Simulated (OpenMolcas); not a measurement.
Run report: GeHF3, single-point calculation (part 1 of 2)

- system: GeHF3
- method: CASSCF/ANO-R1, sfX2C (OpenMolcas 26.06)

The geometry comes from this level: PBE0-D4/def2-TZVP.

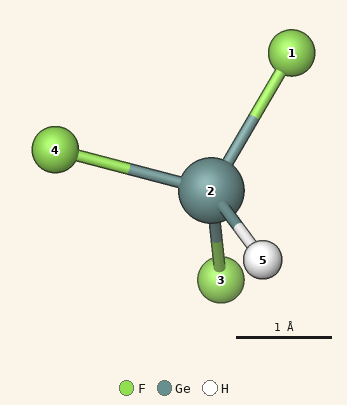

Figure 1. The structure as given in the input (ball-and-stick view, seen at a tilt; atoms are numbered from 1 in the order of the input). Sticks mark near contacts.

**Summary**

| quantity | value |
| --- | --- |
| outcome | converged |
| total energy | −2396.538761 hartree |
| CASSCF energy | −2396.538761 hartree |
| hardware | 1 thread of Intel Xeon (Granite Rapids), 64 GiB of memory available, shared host |
| wall time | 11 s |
| peak memory | 0.41 GiB |

**The input**
```
>>> EXPORT MOLCAS_PRINT=2
&gateway
coord=geom.xyz
basis=ANO-R0
group=NoSym
&seward
&rasscf
fileorb=$CurrDir/step1.LocOrb
alter=2
1 23 30
1 31 33
spin=1
nactel=2 0 0
inactive=29
ras2=2
orblisting=Nothing
>>> COPY $Project.RunFile RUNFIL1
>>> COPY $Project.RasOrb INPORB
&gateway
coord=geom.xyz
basis=ANO-R1
group=NoSym
ricd
&seward
>>> COPY $Project.RunFile RUNFIL2
&expbas
&rasscf
fileorb=$Project.ExpOrb
spin=1
nactel=2 0 0
inactive=29
ras2=2
orblisting=Nothing
```

**File geom.xyz**
```
5

F     -0.249800    -0.734100     1.483000
Ge     0.095600    -0.008700    -0.023300
F     -0.673100     1.515700    -0.011300
F     -0.708100    -0.944000    -1.204000
H      1.585200     0.097300    -0.285700
```

Run as:
```bash
export MOLCAS_MEM=1860
pymolcas step2.input > step2.log
```

**Log**
```
--- Start Module: gateway ---

                                              &GATEWAY

                       available to each process: 1.9 GB of memory, 1 thread

++    Symmetry information:
      ---------------------

                    Character Table for C1

                             E
                    a        1  x, y, xy, Rz, z, xz, Ry, yz, Rx, I
--

++    Basis set information:
      ----------------------

      Basis set label: F.ANO-R...2S1P.

      Electronic valence basis set:
      ------------------
      Associated Effective Charge   9.000000 au
      Associated Actual Charge      9.000000 au
      Nuclear Model: Finite nucleus - Gaussian distribution
        Gaussian exponent, Xi/bohr**(-2):  5.35469E+08

      Shell  nPrim  nBasis  Cartesian Spherical Contaminant
         s      13       2        X
         p       8       1        X

      Basis set label: GE.ANO-R...4S3P1D.

      Electronic valence basis set:
      ------------------
      Associated Effective Charge  32.000000 au
      Associated Actual Charge     32.000000 au
      Nuclear Model: Finite nucleus - Gaussian distribution
        Gaussian exponent, Xi/bohr**(-2):  2.52356E+08

      Shell  nPrim  nBasis  Cartesian Spherical Contaminant
         s      20       4        X
         p      15       3        X
         d       9       1                 X

      Basis set label: F.ANO-R...2S1P.

      Electronic valence basis set:
      ------------------
      Associated Effective Charge   9.000000 au
      Associated Actual Charge      9.000000 au
      Nuclear Model: Finite nucleus - Gaussian distribution
        Gaussian exponent, Xi/bohr**(-2):  5.35469E+08

      Shell  nPrim  nBasis  Cartesian Spherical Contaminant
         s      13       2        X
         p       8       1        X

      Basis set label: H.ANO-R...1S.

      Electronic valence basis set:
      ------------------
      Associated Effective Charge   1.000000 au
      Associated Actual Charge      1.000000 au
      Nuclear Model: Finite nucleus - Gaussian distribution
        Gaussian exponent, Xi/bohr**(-2):  2.12482E+09

      Shell  nPrim  nBasis  Cartesian Spherical Contaminant
         s       7       1        X
--

++    Molecular structure info:
      -------------------------

                    ************************************************
                    **** Cartesian Coordinates / bohr, angstrom ****
                    ************************************************

     Center  Label                x              y              z                     x              y              z
        1      F1              -0.472054      -1.387248       2.802464             -0.249800      -0.734100       1.483000
        2      GE2              0.180658      -0.016441      -0.044031              0.095600      -0.008700      -0.023300
        3      F3              -1.271975       2.864258      -0.021354             -0.673100       1.515700      -0.011300
        4      F4              -1.338115      -1.783901      -2.275230             -0.708100      -0.944000      -1.204000
        5      H5               2.995594       0.183870      -0.539895              1.585200       0.097300      -0.285700

                    ***************************************
                    *    InterNuclear Distances / bohr    *
                    ***************************************

               1 F1            2 GE2           3 F3            4 F4            5 H5
    1 F1       0.000000
    2 GE2      3.226093        0.000000
    3 F3       5.166152        3.226310        0.000000
    4 F4       5.166273        3.226274        5.166209        0.000000
    5 H5       5.066000        2.865287        5.066113        5.066019        0.000000

                    *******************************************
                    *    InterNuclear Distances / angstrom    *
                    *******************************************

               1 F1            2 GE2           3 F3            4 F4            5 H5
    1 F1       0.000000
    2 GE2      1.707175        0.000000
    3 F3       2.733810        1.707290        0.000000
    4 F4       2.733874        1.707270        2.733840        0.000000
    5 H5       2.680812        1.516245        2.680872        2.680822        0.000000
--

            Nuclear Potential Energy            331.33937153 au

--- Stop Module: gateway /rc=_RC_ALL_IS_WELL_ ---

--- Start Module: seward ---

                                              &SEWARD

                       available to each process: 1.9 GB of memory, 1 thread

               SEWARD will generate:
                  Multipole Moment integrals up to order  2
                  Kinetic Energy integrals
                  Nuclear Attraction integrals (finite nuclei - Gaussian type)
                  One-Electron Hamiltonian integrals
                  Velocity integrals
                  Relativistic X2C integrals
                  Orbital angular momentum around ( -0.3197  -0.0520   0.0441 )
                  Velocity quadrupole around ( -0.3197  -0.0520   0.0441 )
                  Atomic mean-field integrals
                  Two-Electron Repulsion integrals

                   Integrals are discarded if absolute value <: 1.00E-14
                   Integral cutoff threshold is set to       <: 1.00E-16

            Nuclear Potential Energy            331.33937153 au

      Basis set specifications :
      Symmetry species         a
      Basis functions           34

--- Stop Module: seward /rc=_RC_ALL_IS_WELL_ ---
--- Module seward spent 1 second ---

--- Start Module: rasscf ---

                                              &RASSCF

                       available to each process: 1.9 GB of memory, 1 thread

      Header of the ONEINT file:
      --------------------------

      OrdInt status: non-squared

      Cartesian coordinates in angstrom:
      -----------------------------------------------------
      No.  Label        X            Y            Z
      -----------------------------------------------------
       1   F1        -0.24980000  -0.73410000   1.48300000
       2   GE2        0.09560000  -0.00870000  -0.02330000
       3   F3        -0.67310000   1.51570000  -0.01130000
       4   F4        -0.70810000  -0.94400000  -1.20400000
       5   H5         1.58520000   0.09730000  -0.28570000
      -----------------------------------------------------
      Nuclear repulsion energy =  331.33937153

++    Wave function specifications:
      -----------------------------

      Number of closed shell electrons          58
      Number of electrons in active shells       2
      Max number of holes in RAS1 space          0
      Max nr of electrons in RAS3 space          0
      Number of inactive orbitals               29
      Number of active orbitals                  2
      Number of secondary orbitals               3
      Spin quantum number                      0.0
      State symmetry                             1
--

++    Orbital specifications:
      -----------------------

      Symmetry species                           1
                                                 a
      Frozen orbitals                            0
      Inactive orbitals                         29
      Active orbitals                            2
      RAS1 orbitals                              0
      RAS2 orbitals                              2
      RAS3 orbitals                              0
      Secondary orbitals                         3
      Deleted orbitals                           0
      Number of basis functions                 34
--

++    CI expansion specifications:
      ----------------------------

      Number of CSFs                             3
      Number of spin combinations                3
      Number of determinants                     4
      Number of root(s) required                 1
      Root chosen for geometry opt.              1
      CI root used                               1

      highest root included in the CI            1
      max. size of the explicit Hamiltonian      3
--

++    Optimization specifications:
      ----------------------------

      RASSCF algorithm: Conventional
      Maximum number of macro iterations       200
      Maximum number of SX iterations          100
      Threshold for RASSCF energy            1.000E-08
      Threshold for max MO rotation          1.000E-01
      Threshold for max BLB element          1.000E-04
      Level shift parameter                  5.000E-01
      Make Quasi-Newton update
--

      The MO-coefficients are taken from the file:
      step1.LocOrb
      Title:Localised orbitals

      Total molecular charge    0.00

      Molecular orbitals exchanged:
        In symmetry  1 :  23  30
        In symmetry  1 :  31  33

      ************************************************************************************************************************
      *                                            Wave function control section                                             *
      ************************************************************************************************************************

                                         RASSCF iterations: Energy and convergence statistics
                                         ----------------------------------------------------

          iter iter root      energy       change     param      element    value   shift minimum  type update hh:mm:ss
 Nr of preliminary CI iterations:   1
      Total energies have been shifted. Add                -2000.00 au
        1   1    9    1  -395.88880156    0.00E+00  -1.87E-01*  31  33 1  7.08E-03*  0.00   0.00    SX    NO    0:00:00
        2   1    9    1  -395.89558121   -6.78E-03*  6.62E-02   19  31 1 -9.14E-03*  0.00   0.00    SX    NO    0:00:00
        3   1   10    1  -395.89697753   -1.40E-03*  2.99E-02   19  31 1 -7.31E-03*  0.00   0.00    SX    NO    0:00:00
        4   1    9    1  -395.89741705   -4.40E-04*  1.44E-02   19  31 1 -5.01E-03*  0.00   0.00    SX    NO    0:00:00
        5   1    9    1  -395.89754616   -1.29E-04*  1.12E-02   19  31 1 -2.78E-03*  0.00   1.81    LS   YES    0:00:00
        6   1    8    1  -395.89759626   -5.01E-05*  4.87E-03   19  31 1 -9.96E-04*  0.00   1.44    LS   YES    0:00:00
        7   1    8    1  -395.89760402   -7.76E-06* -4.04E-03   25  31 1 -6.90E-04*  0.00   1.27    QN   YES    0:00:00
        8   1    8    1  -395.89760866   -4.64E-06* -4.17E-03   25  31 1 -5.01E-04*  0.00   1.33    QN   YES    0:00:00
        9   1    7    1  -395.89761106   -2.40E-06* -3.12E-03   25  31 1 -2.50E-04*  0.00   1.40    QN   YES    0:00:00
       10   1    7    1  -395.89761182   -7.67E-07*  1.53E-03   30  33 1  9.25E-05   0.00   1.39    QN   YES    0:00:00
       11   1    7    1  -395.89761203   -2.08E-07* -4.59E-04   30  33 1  5.26E-05   0.00   1.40    QN   YES    0:00:00
       12   1    5    1  -395.89761207   -4.21E-08* -1.62E-04   23  31 1  1.54E-05   0.00   1.20    QN   YES    0:00:00
       13   1    5    1  -395.89761208   -3.47E-09   4.62E-05   23  31 1  4.96E-06   0.00   1.19    QN   YES    0:00:00
      Convergence after 13 iterations
       14   1    5    1  -395.89761208   -2.56E-10   4.62E-05   30  33 1 -1.72E-06   0.00   1.19    QN   YES    0:00:00

      ************************************************************************************************************************
                                                      Wave function printout:
                       occupation of active orbitals, and spin coupling of open shells (u,d: Spin up or down)
      ************************************************************************************************************************

      Note: transformation to natural orbitals
      has been made, which may change the order of the CSFs.

      printout of CI-coefficients larger than  0.05 for root  1
      energy=   -2395.897612
      conf/sym  11     Coeff  Weight
             1  20   0.98901 0.97813
             3  02  -0.14788 0.02187

      Natural orbitals and occupation numbers for root  1
      sym 1:   1.956265   0.043735

      ************************************************************************************************************************
      *                                                    Final results                                                     *
      ************************************************************************************************************************

++    Final optimization conditions:
      ------------------------------

      Average CI energy                           -2395.89761208
      RASSCF energy for state  1                  -2395.89761208
      Super-CI energy                                -0.00000000
      RASSCF energy change                           -0.00000000
      Max change in MO coefficients              -2.852E-05
      Max non-diagonal density matrix element     4.623E-05
      Maximum BLB matrix element                 -1.725E-06
      (orbital pair  30,  33 in symmetry   1)
      Norm of electronic gradient            3.621E-06
--

      Final state energy(ies):
      ------------------------

::    RASSCF root number  1 Total energy:  -2395.89761208
      Von Neumann Entropy (Root   1) =  0.15180

      Mulliken population analysis for root number:  1
      -----------------------------------------------

++    Molecular charges:
      ------------------

      Mulliken charges per centre
      ---------------------------

                F1      GE2     F3      F4      H5
      Total    9.2649 30.9178  9.3161  9.3161  1.1850

      N-E     -0.2649  1.0822 -0.3161 -0.3161 -0.1850

      Total electronic charge=   60.000000

      Total            charge=   -0.000000
--

      Expectation values of various properties for root number:  1
      -----------------------------------------------------------

++    Molecular properties:
      ---------------------

      Charge (e):
                      =   -0.0000
      Dipole Moment (debye):
      Origin of the operator (angstrom)=   -0.1692   -0.0275    0.0233
                   X= -2.9658E-01               Y= -1.3915E-01               Z=  2.9549E-01           Total=  4.4118E-01
      Quadrupole Moment (debye*angstrom):
      Origin of the operator (angstrom)=   -0.1692   -0.0275    0.0233
                  XX= -3.6443E+01              XY= -2.9060E-02              XZ=  8.0993E-02              YY= -3.5633E+01
                  YZ= -2.0898E-01              ZZ= -3.5306E+01
      In traceless form (debye*angstrom)
                  XX= -9.7354E-01              XY= -4.3590E-02              XZ=  1.2149E-01              YY=  2.4187E-01
                  YZ= -3.1347E-01              ZZ=  7.3167E-01
--

      LoProp population analysis for root number:  1
      -----------------------------------------------

++    LoProp analysis:
      ----------------

++    Static properties:
      ------------------

      LoProp Charges per center

                   F1       GE2      F3       F4       H5
      Nuclear      9.0000  32.0000   9.0000   9.0000   1.0000
      Electronic  -9.2093 -31.1045  -9.2559  -9.2559  -1.1743

      Total       -0.2093   0.8955  -0.2559  -0.2559  -0.1743
--

      Natural Bond Order analysis for root number:  1
```
